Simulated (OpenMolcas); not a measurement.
## Relativistic diatomic calculation for ZrCl (part 2 of 2)

Continued. System: ZrCl. Method: SA-CASSCF(9,9)/XMS-CASPT2 + RASSI spin-orbit (X2C scalar, AMFI), ANO-RCC-VDZP (OpenMolcas).

## Log (extracts), continued
```
++ Dipole transition strengths (spin-free states):
     for osc. strength at least  1.00000000E-05
      From   To        Osc. strength     Einstein coefficients Ax, Ay, Az (sec-1)    Total A (sec-1)
         1   11       2.87096715E-05  1.83178523E-01  1.35050278E+01  0.00000000E+00  1.36882063E+01
         1   12       1.68573742E-05  1.82875678E+01  7.70910790E-01  0.00000000E+00  1.90584786E+01
         1    6       3.12054707E-05  0.00000000E+00  0.00000000E+00  9.32116643E+01  9.32116643E+01
         1   14       1.48578095E-04  5.21440525E+02  7.11195107E+00  0.00000000E+00  5.28552476E+02
         1   15       5.04923905E-05  2.03193937E+02  7.08980587E+00  0.00000000E+00  2.10283743E+02
         1   17       1.12052683E-03  9.12239802E+03  9.19377021E+00  0.00000000E+00  9.13159179E+03
         1   18       9.00211022E-04  1.14726086E+00  7.36553133E+03  0.00000000E+00  7.36667859E+03
         1   19       2.98372243E-04  2.24028238E+02  3.02798459E+03  0.00000000E+00  3.25201283E+03
         1   20       2.98738429E-04  3.03554433E+03  2.24547430E+02  0.00000000E+00  3.26009176E+03
         2   11       2.87101964E-05  1.35052209E+01  1.83181680E-01  0.00000000E+00  1.36884026E+01
         2   12       1.68564187E-05  7.70852131E-01  1.82864974E+01  0.00000000E+00  1.90573495E+01
         2    5       3.12058006E-05  0.00000000E+00  0.00000000E+00  9.32124906E+01  9.32124906E+01
         2   14       1.48580064E-04  7.11201675E+00  5.21446701E+02  0.00000000E+00  5.28558717E+02
         2   15       5.04903797E-05  7.08935502E+00  2.03185733E+02  0.00000000E+00  2.10275088E+02
         2   17       1.12054192E-03  9.19375363E+00  9.12251225E+03  0.00000000E+00  9.13170601E+03
         2   18       9.00230204E-04  7.36568120E+03  1.14735634E+00  0.00000000E+00  7.36682855E+03
         2   19       2.98352743E-04  3.02778397E+03  2.24013632E+02  0.00000000E+00  3.25179761E+03
         2   20       2.98719346E-04  2.24531847E+02  3.03534898E+03  0.00000000E+00  3.25988082E+03
         3   12       2.68627167E-05  4.43658958E+00  2.28921571E+01  0.00000000E+00  2.73287467E+01
         3   13       4.14503228E-05  3.96606201E+01  3.71845768E+00  0.00000000E+00  4.33790778E+01
         3   14       3.50485848E-05  1.62251503E+00  1.15939277E+02  0.00000000E+00  1.17561792E+02
         3   15       5.44685911E-05  2.76612187E+01  1.87196010E+02  0.00000000E+00  2.14857229E+02
         3   16       9.80562744E-05  3.62673981E+02  2.88554132E+01  0.00000000E+00  3.91529395E+02
         3   17       1.44872597E-04  9.09020121E-01  1.13494413E+03  0.00000000E+00  1.13585315E+03
         3   18       3.63214213E-04  2.85154414E+03  8.26530967E+00  0.00000000E+00  2.85980945E+03
         3   19       1.20652635E-03  1.18482782E+04  8.70133870E+02  0.00000000E+00  1.27184121E+04
         3   20       1.20712244E-03  8.71707895E+02  1.18692321E+04  0.00000000E+00  1.27409400E+04
         3    9       2.09082525E-05  0.00000000E+00  0.00000000E+00  5.18546985E+02  5.18546985E+02
         4   12       2.68618423E-05  2.28912566E+01  4.43653571E+00  0.00000000E+00  2.73277923E+01
         4   13       4.14501967E-05  3.71836017E+00  3.96604841E+01  0.00000000E+00  4.33788442E+01
         4   14       3.50500952E-05  1.15944112E+02  1.62259345E+00  0.00000000E+00  1.17566705E+02
         4   15       5.44666652E-05  1.87188556E+02  2.76608170E+01  0.00000000E+00  2.14849373E+02
         4   16       9.80562165E-05  2.88548565E+01  3.62673838E+02  0.00000000E+00  3.91528694E+02
         4   17       1.44884803E-04  1.13503896E+03  9.08914780E-01  0.00000000E+00  1.13594788E+03
         4   18       3.63231994E-04  8.26551472E+00  2.85168149E+03  0.00000000E+00  2.85994701E+03
         4   19       1.20650764E-03  8.70117634E+02  1.18480878E+04  0.00000000E+00  1.27182054E+04
         4   20       1.20710250E-03  1.18690261E+04  8.71693965E+02  0.00000000E+00  1.27407201E+04
         4   10       2.09079635E-05  0.00000000E+00  0.00000000E+00  5.18539643E+02  5.18539643E+02
        11    5       2.47071476E-04  2.62309566E+02  3.79846016E+00  0.00000000E+00  2.66108026E+02
        11    6       2.47071335E-04  3.79846288E+00  2.62309468E+02  0.00000000E+00  2.66107931E+02
        12    5       1.19982794E-04  6.97945202E-01  5.23644326E+01  0.00000000E+00  5.30623778E+01
        12    6       1.19982858E-04  5.23644770E+01  6.97947210E-01  0.00000000E+00  5.30624242E+01
        12   15       2.20417601E-04  0.00000000E+00  0.00000000E+00  2.10596037E+02  2.10596037E+02
        12   17       1.93203223E-04  0.00000000E+00  0.00000000E+00  6.20029912E+02  6.20029912E+02
        12    7       1.27786969E-04  9.86971891E-01  7.89282466E+02  0.00000000E+00  7.90269438E+02
        12    8       1.27787277E-04  7.89285264E+02  9.86967772E-01  0.00000000E+00  7.90272232E+02
        12    9       3.87153060E-04  9.98795128E+02  5.10748227E+03  0.00000000E+00  6.10627740E+03
        12   10       3.87153805E-04  5.10749615E+03  9.98794100E+02  0.00000000E+00  6.10629025E+03
        13    5       1.16312521E-04  4.85748318E+01  6.66204093E-01  0.00000000E+00  4.92410359E+01
        13    6       1.16312777E-04  6.66203788E-01  4.85749577E+01  0.00000000E+00  4.92411614E+01
        13   16       2.21636711E-04  0.00000000E+00  0.00000000E+00  2.10790285E+02  2.10790285E+02
        13   18       1.88252714E-04  0.00000000E+00  0.00000000E+00  5.98468916E+02  5.98468916E+02
        13    7       5.45635092E-05  3.13364765E+02  2.01839210E+01  0.00000000E+00  3.33548686E+02
        13    8       5.45636829E-05  2.01840286E+01  3.13366096E+02  0.00000000E+00  3.33550124E+02
        13    9       5.07740733E-04  6.98951956E+03  9.60872188E+02  0.00000000E+00  7.95039175E+03
        13   10       5.07739871E-04  9.60873553E+02  6.98950612E+03  0.00000000E+00  7.95037968E+03
         5   14       2.93798146E-05  1.04646826E-02  7.21173530E-01  0.00000000E+00  7.31638213E-01
         5   17       1.01342545E-05  9.18871291E-04  1.28573809E+01  0.00000000E+00  1.28582997E+01
         5   18       1.02932141E-05  1.31954388E+01  2.47664601E-03  0.00000000E+00  1.31979154E+01
         6   14       2.93798046E-05  7.21172257E-01  1.04646641E-02  0.00000000E+00  7.31636921E-01
         6   17       1.01340436E-05  1.28571108E+01  9.18763017E-04  0.00000000E+00  1.28580296E+01
         6   18       1.02930197E-05  2.47643999E-03  1.31951871E+01  0.00000000E+00  1.31976635E+01
        15   17       6.63993756E-05  0.00000000E+00  0.00000000E+00  4.39916811E+01  4.39916811E+01
        15    7       1.35184175E-04  2.12864485E-02  3.07948100E+02  0.00000000E+00  3.07969386E+02
        15    8       1.35184455E-04  3.07949309E+02  2.12850874E-02  0.00000000E+00  3.07970594E+02
        15    9       7.72775459E-04  9.31947413E+02  5.99507009E+03  0.00000000E+00  6.92701751E+03
        15   10       7.72776949E-04  5.99508575E+03  9.31946761E+02  0.00000000E+00  6.92703251E+03
        16   18       6.92259365E-05  0.00000000E+00  0.00000000E+00  4.51695141E+01  4.51695141E+01
        16    7       4.93191502E-05  1.05501643E+02  5.05716909E+00  0.00000000E+00  1.10558812E+02
        16    8       4.93192106E-05  5.05720656E+00  1.05501947E+02  0.00000000E+00  1.10559154E+02
        16    9       9.36749398E-04  7.43141736E+03  8.97576623E+02  0.00000000E+00  8.32899398E+03
        16   10       9.36747875E-04  8.97577725E+02  7.43140471E+03  0.00000000E+00  8.32898243E+03
         7    9       3.50056364E-05  0.00000000E+00  0.00000000E+00  7.71547923E+01  7.71547923E+01
         8   10       3.50052522E-05  0.00000000E+00  0.00000000E+00  7.71538372E+01  7.71538372E+01
 Electric-quadrupole - electric-quadrupole not included
 Electric-dipole - electric-octupole not included
 Electric-dipole - magnetic-quadrupole not included
   Eigenvalues of complex Hamiltonian:
  (Shifted by EMIN (a.u.) =      -4057.3020823156)
 SO State       Relative EMIN(au)   Rel lowest level(eV)    D:o, cm**(-1)      Omega
     1            -0.0026869798        0.0000000000              0.0000         1.5
     2            -0.0026869798        0.0000000000              0.0000         1.5
     3            -0.0017937539        0.0243059156            196.0404         0.6
     4            -0.0017937539        0.0243059156            196.0404         0.6
     5            -0.0008367464        0.0503474159            406.0793         0.7
     6            -0.0008367464        0.0503474159            406.0793         0.7
     7            -0.0000688899        0.0712418559            574.6043         2.2
     8            -0.0000688899        0.0712418559            574.6043         2.2
     9             0.0000073734        0.0733170877            591.3422         1.7
    10             0.0000073734        0.0733170877            591.3422         1.7
    11             0.0000469066        0.0743928390            600.0187         3.5
    12             0.0000469066        0.0743928390            600.0187         3.5
    13             0.0000819327        0.0753459482            607.7061         0.5
    14             0.0000819327        0.0753459482            607.7061         0.5
    15             0.0001288920        0.0766237771            618.0124         4.5
    16             0.0001288920        0.0766237771            618.0124         4.5
    17             0.0002693234        0.0804451099            648.8336         2.4
    18             0.0002693234        0.0804451099            648.8336         2.4
    19             0.0002747547        0.0805929039            650.0256         5.2
    20             0.0002747547        0.0805929039            650.0256         5.2
    21             0.0013310105        0.1093350875            881.8470         2.5
    22             0.0013310105        0.1093350875            881.8470         2.5
    23             0.0025548924        0.1426386106           1150.4580         3.5
    24             0.0025548924        0.1426386106           1150.4580         3.5
    25             0.0032356397        0.1611626887           1299.8647         2.5
    26             0.0032356397        0.1611626887           1299.8647         2.5
    27             0.0035619591        0.1700422915           1371.4836         1.5
    28             0.0035619591        0.1700422915           1371.4836         1.5
    29             0.0037454287        0.1750347525           1411.7505         0.5
    30             0.0037454287        0.1750347525           1411.7505         0.5
    31             0.0057351501        0.2291778310           1848.4439         1.3
    32             0.0057351501        0.2291778310           1848.4439         1.3
    33             0.0057838829        0.2305039182           1859.1395         2.8
    34             0.0057838829        0.2305039182           1859.1395         2.8
    35             0.0057988874        0.2309122107           1862.4326         2.2
    36             0.0057988874        0.2309122107           1862.4326         2.2
    37             0.0058612353        0.2326087830           1876.1164         2.2
    38             0.0058612353        0.2326087830           1876.1164         2.2
    39             0.0058800892        0.2331218260           1880.2543         1.9
    40             0.0058800892        0.2331218260           1880.2543         1.9
    41             0.0058979024        0.2336065472           1884.1639         4.3
    42             0.0058979024        0.2336065472           1884.1639         4.3
    43             0.0085251224        0.3050968453           2460.7720         3.5
    44             0.0085251224        0.3050968453           2460.7720         3.5
    45             0.0090202034        0.3185686845           2569.4297         2.5
    46             0.0090202034        0.3185686845           2569.4297         2.5
    47             0.0090741406        0.3200363923           2581.2676         0.5
    48             0.0090741406        0.3200363923           2581.2676         0.5
    49             0.0091714722        0.3226849182           2602.6294         1.5
    50             0.0091714722        0.
```

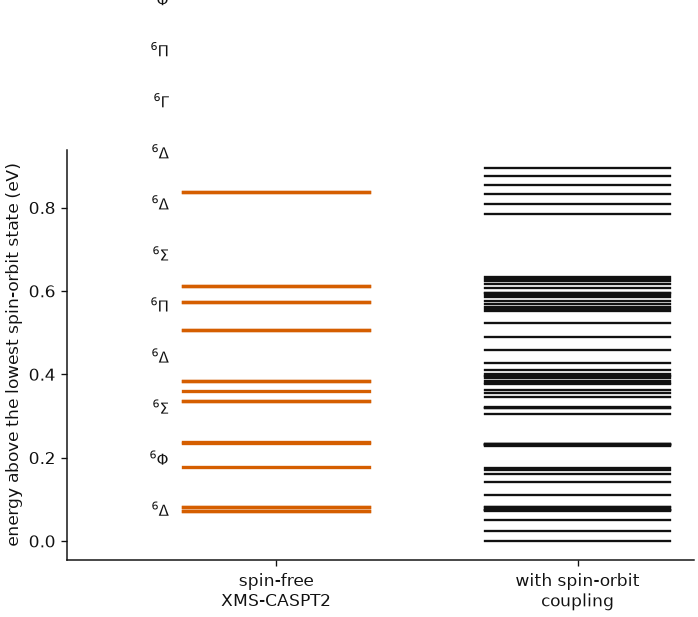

**Figure 1.** States up to 3.5 eV at 2.338 Å, without spin-orbit coupling (left, a colour for each spin multiplicity) and with it (right, where close levels merge). The spin-free states run ⁶Δ (0.00 eV), ⁶Φ (0.01 eV), ⁶Σ (0.10 eV), ⁶Δ (0.16 eV), ⁶Π (0.26 eV), ⁶Σ (0.29 eV) from the lowest. The lowest spin-orbit levels have |Ω| = 3/2 (0 cm⁻¹), 0.57 (not clean) (196 cm⁻¹), 0.69 (not clean) (406 cm⁻¹), 2.24 (not clean) (575 cm⁻¹), 1.70 (not clean) (591 cm⁻¹).

Outcome of the run: converged; components of a degenerate state are split by 18 cm⁻¹.
